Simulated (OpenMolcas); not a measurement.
**SiNH4O2 (SMILES N[Si](O)O): levels of theory compared**

Wanted: a comparison of 6 runs (UHF/3-21G, UHF/cc-pVDZ, UB3LYP/6-31G*, UB3LYP/cc-pVDZ, UBHLYP/cc-pVDZ, ROCCSD(T)/cc-pVDZ) of SiNH4O2. 

The calculation is run with OpenMolcas 26.06.

**1. The molecule**

The species is SiNH4O2 (8 atoms), meant as a doublet with charge 0. As SMILES, `N[Si](O)O`. One bond was lengthened or shortened from a relaxed shape.

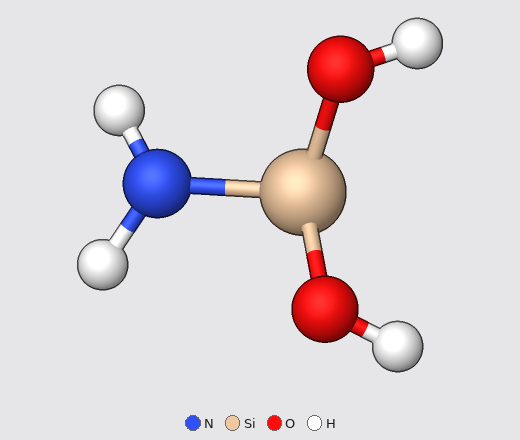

Viewed from a chosen angle; nitrogen blue, silicon light orange, oxygen red, hydrogen white.

**2. The energy at UHF/3-21G (run 1)**

test.input reads:

```
* H4NO2Si Hartree-Fock

&GATEWAY
 BasLib = $CurrDir
 Coord
 8
 angstrom
 N       -0.350194       1.236947       0.132119
 Si       0.243806      -0.273653      -0.373181
 O        1.789406      -0.318353       0.205419
 O       -0.808694      -1.364753       0.280719
 H        0.219006       2.063947       0.067919
 H       -1.483600       1.467400       0.110500
 H        2.398706      -0.878053      -0.278081
 H       -0.881594      -2.201053      -0.181381
 Basis = 3-21G
 Group = NoSym

&SEWARD

&SCF
 UHF
 Spin = 2
 Thresholds = 1e-10 1e-07 1e-07 1e-05
 PrOrbitals = 1 2
```

The basis set 3-21G is read from a file made from the Basis Set Exchange's data (not shown).

The run is started by

```console
export MOLCAS_MEM=1860
pymolcas test.input > test.log
```

Log:

```text
--- Start Module: gateway ---
[...]
--- Stop Module: gateway /rc=_RC_ALL_IS_WELL_ ---
--- Start Module: seward ---
[...]
      Basis functions           48
--- Stop Module: seward /rc=_RC_ALL_IS_WELL_ ---
[...]
--- Start Module: scf ---
[...]
       Convergence after  17 Iterations
[...]
::    Total SCF energy                               -492.8197796797
[...]
      Total spin, S                                     0.5030336258
[...]
      Total electronic charge=   41.000000
      Total            charge=   -0.000000
[...]
      Dipole Moment (debye):
      Origin of the operator (angstrom)=    0.2289   -0.2154   -0.0141
                   X=  1.6784E-01               Y= -8.0907E-01               Z= -3.6255E+00           Total=  3.7184E+00
      Quadrupole Moment (debye*angstrom):
[...]
--- Stop Module: scf /rc=_RC_ALL_IS_WELL_ ---
[...]
```

Run time: 4.2 s. Hardware: 1 thread of AMD EPYC 7R43 (Zen 3), shared host; peak memory 0.38 GiB.

**3. A single-point energy at UHF/cc-pVDZ (run 2)**

job.inp reads:

```
&gateway
  baslib = $CurrDir
  coord
  8
  angstrom
  N       -0.350194       1.236947       0.132119
  Si       0.243806      -0.273653      -0.373181
  O        1.789406      -0.318353       0.205419
  O       -0.808694      -1.364753       0.280719
  H        0.219006       2.063947       0.067919
  H       -1.483600       1.467400       0.110500
  H        2.398706      -0.878053      -0.278081
  H       -0.881594      -2.201053      -0.181381
  basis = cc-pVDZ
  group = NoSym

&seward

&scf
  uhf
  spin = 2
  thresholds = 1e-10 1e-07 1e-07 1e-05
  prorbitals = 1 1
```

The basis set cc-pVDZ is read from a file made from the Basis Set Exchange's data (not shown).

The run is started by

```console
export MOLCAS_MEM=1860
pymolcas job.inp > job.log
```

Log:

```text
--- Start Module: gateway ---
[...]
--- Stop Module: gateway /rc=_RC_ALL_IS_WELL_ ---
--- Start Module: seward ---
[...]
      Basis functions           80
--- Stop Module: seward /rc=_RC_ALL_IS_WELL_ ---
[...]
--- Start Module: scf ---
[...]
       Convergence after  17 Iterations
[...]
::    Total SCF energy                               -495.4996208489
[...]
      Total spin, S                                     0.5024750463
[...]
      Total electronic charge=   41.000000
      Total            charge=   -0.000000
[...]
      Dipole Moment (debye):
      Origin of the operator (angstrom)=    0.2289   -0.2154   -0.0141
                   X=  6.3830E-02               Y= -5.4350E-01               Z= -2.4520E+00           Total=  2.5123E+00
      Quadrupole Moment (debye*angstrom):
[...]
--- Stop Module: scf /rc=_RC_ALL_IS_WELL_ ---
[...]
```

Run time: 9.6 s. Hardware: 1 thread of AMD EPYC 7R43 (Zen 3), shared host; peak memory 0.44 GiB.

Runs 3 to 4 aren't shown in full; the table further down has their settings and results.

**4. The energy at UBHLYP/cc-pVDZ (run 5)**

input.xyz reads:

```xyz
8

N     -0.350194     1.236947     0.132119
Si     0.243806    -0.273653    -0.373181
O      1.789406    -0.318353     0.205419
O     -0.808694    -1.364753     0.280719
H      0.219006     2.063947     0.067919
H     -1.483600     1.467400     0.110500
H      2.398706    -0.878053    -0.278081
H     -0.881594    -2.201053    -0.181381
```

mol.inp reads:

```
&GATEWAY
 BasLib=$CurrDir
 Coord=input.xyz
 Basis=cc-pVDZ
 Group=NoSym

&SEWARD
 GridInput
 Grid=UltraFine
 End of Grid

&SCF
 UHF
 Spin=2
 KSDFT=HYB_GGA_XC_BHANDHLYP
 Thresholds=1e-10 1e-07 1e-07 1e-05
 PrOrbitals=1 1
```

The basis set cc-pVDZ is read from a file made from the Basis Set Exchange's data (not shown).

The run is started by

```console
export MOLCAS_MEM=1860
pymolcas mol.inp > mol.log
```

Log:

```text
--- Start Module: gateway ---
[...]
--- Stop Module: gateway /rc=_RC_ALL_IS_WELL_ ---
--- Start Module: seward ---
[...]
      Basis functions           80
--- Stop Module: seward /rc=_RC_ALL_IS_WELL_ ---
[...]
--- Start Module: scf ---
[...]
       Convergence after  16 Iterations
[...]
::    Total KS-DFT energy                            -497.0398394923
[...]
      Total spin, S                                     0.5017403861
[...]
      Total electronic charge=   41.000000
      Total            charge=   -0.000000
[...]
      Dipole Moment (debye):
      Origin of the operator (angstrom)=    0.2289   -0.2154   -0.0141
                   X=  1.8213E-02               Y= -4.0278E-01               Z= -2.0331E+00           Total=  2.0727E+00
      Quadrupole Moment (debye*angstrom):
[...]
--- Stop Module: scf /rc=_RC_ALL_IS_WELL_ ---
[...]
```

It took 44 s on 1 thread of AMD EPYC 7R43 (Zen 3), shared host; peak memory 0.45 GiB.

**5. A single-point energy at ROCCSD(T)/cc-pVDZ (run 6)**

test.inp reads:

```
* H4NO2Si CCSD(T)
>>> EXPORT MOLCAS_PRINT=2

&GATEWAY
  BasLib=$CurrDir
  BasisSet
  N.cc-pVDZ....
  N1 -0.350194 1.236947 0.132119 angstrom
  End of Basis
  BasisSet
  Si.cc-pVDZ....
  Si2 0.243806 -0.273653 -0.373181 angstrom
  End of Basis
  BasisSet
  O.cc-pVDZ....
  O3 1.789406 -0.318353 0.205419 angstrom
  O4 -0.808694 -1.364753 0.280719 angstrom
  End of Basis
  BasisSet
  H.cc-pVDZ....
  H5 0.219006 2.063947 0.067919 angstrom
  H6 -1.483600 1.467400 0.110500 angstrom
  H7 2.398706 -0.878053 -0.278081 angstrom
  H8 -0.881594 -2.201053 -0.181381 angstrom
  End of Basis

&SEWARD

&SCF
  UHF
  Spin=2
  Thresholds=1e-10 1e-07 1e-07 1e-05
  PrOrbitals=1 2

&RASSCF
  FileOrb=$Project.UnaOrb
  Spin=2
  Nactel=1 0 0
  Inactive=20
  Ras2=1
  OutOrbitals=Canonical
  OrbListing=NoCore

&MOTRA
  JobIph
  Frozen=8

&CCSDT
  CCT
  Triples=3
  Iterations=80
  Accuracy=1e-08
  Extrapolation=5 4
```

The basis set cc-pVDZ is read from a file made from the Basis Set Exchange's data (not shown).

The run is started by

```console
export MOLCAS_MEM=1860
pymolcas test.inp > test.log
```

Log:

```text
--- Start Module: gateway ---
[...]
--- Stop Module: gateway /rc=_RC_ALL_IS_WELL_ ---
[...]
      Basis functions           80
[...]
       Convergence after  17 Iterations
[...]
::    Total SCF energy                               -495.4996208489
[...]
      Total spin, S                                     0.5024750463
[...]
      Number of active orbitals                  1
[...]
      Spin quantum number                      0.5
[...]
      Active orbitals                            1
[...]
      Number of CSFs                             1
[...]
      Number of root(s) required                 1
[...]
      Convergence after  7 iterations
[...]
      printout of CI-coefficients larger than  0.05 for root  1
      energy=    -495.498062
      conf/sym  1     Coeff  Weight
             1  u   1.00000 1.00000
      Natural orbitals and occupation numbers for root  1
      sym 1:   1.000000
      ************************************************************************************************************************
      *                                                    Final results                                                     *
[...]
::    RASSCF root number  1 Total energy:   -495.49806224
[...]
      Total electronic charge=   41.000000
      Total            charge=   -0.000000
[...]
      Dipole Moment (debye):
      Origin of the operator (angstrom)=    0.2289   -0.2154   -0.0141
                   X=  6.8908E-02               Y= -5.5762E-01               Z= -2.4896E+00           Total=  2.5522E+00
      Quadrupole Moment (debye*angstrom):
[...]
--- Start Module: motra ---
[...]
      *** WARNING: Default frozen orbitals is overwritten by user input.
      *** Default values:   5
[...]
--- Stop Module: motra /rc=_RC_ALL_IS_WELL_ ---
--- Start Module: ccsdt ---
[...]
      Convergence after                    19  Iterations
      Total energy (diff) :    -496.15273933      -0.00000000
[...]
 METHOD                       : CCSD+T(CCSD)+<T3(1)WT1>+<T3(1)UT2> = CCSD(T)
[...]
       CCSD     =      -496.1527393251306
[...]
--- Stop Module: ccsdt /rc=_RC_ALL_IS_WELL_ ---
[...]
```

Run time: 54 s. Hardware: 1 thread of AMD EPYC 7R43 (Zen 3), shared host; peak memory 0.45 GiB.

**6. The series**

| run | level | Cartesian functions | integration grid | energy (Eh) | dipole moment (D) | HOMO energy (eV) | LUMO energy (eV) | wall time |
| --- | --- | --- | --- | --- | --- | --- | --- | --- |
| 1 | UHF/3-21G | no | – | -492.819780 | 3.72 | -8.12 | 2.00 | 4.2 s |
| 2 | UHF/cc-pVDZ | no | – | -495.499621 | 2.51 | -8.37 | 2.56 | 9.6 s |
| 3 | UB3LYP/6-31G* (Cartesian functions) | yes | UltraFine | -497.135104 | 1.99 | -4.73 | -1.75 | 34 s |
| 4 | UB3LYP/cc-pVDZ | no | UltraFine | -497.163170 | 1.75 | -4.63 | -1.62 | 43 s |
| 5 | UBHLYP/cc-pVDZ | no | UltraFine | -497.039839 | 2.07 | -6.10 | -0.45 | 44 s |
| 6 | ROCCSD(T)/cc-pVDZ | no | – | -496.167876 | – | – | – | 54 s |

**7. What came out**

```
             quantity          value
  run 6: total energy  -496.16788 Eh
run 6: (T) correction     -15.14 mEh
```

In words: Over runs 1, 2, 3, 4, 5 the dipole moment (its size) runs from 1.75 D (UB3LYP/cc-pVDZ) to 3.72 D (UHF/3-21G). The two ends differ in method and basis. Totals of different functionals can't be ranked against each other. All runs together took 3.1 min, the longest 54 s.
